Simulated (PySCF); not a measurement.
SMILES [Ta](=[O])([Cl])([Cl])[Cl] at its PBE0/def2-SVP optimised geometry (Å):

```
5

Ta    -0.7156    -1.0623     0.0000
O     -1.2066    -1.7884     1.4575
Cl    -1.5728    -2.3400    -1.7005
Cl     1.5774    -1.0623     0.0000
Cl    -1.5774     1.0623     0.0000
```

Computed with PBE0/def2-TZVP, def2 effective core potentials past Kr (PySCF 2.14.0). The core electrons that the potentials of Ta replace are not part of the density. Cells within 0.4 Å of a nucleus heavier than hydrogen are left out (blank, or x).

Map of the deformation density (molecule minus spherical neutral atoms) (e/bohr³) on the plane z = 0.0 Å:

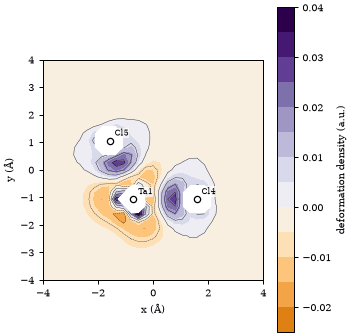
*Deformation density (molecule minus spherical neutral atoms) (e/bohr³) on the plane z = 0.0 Å.*
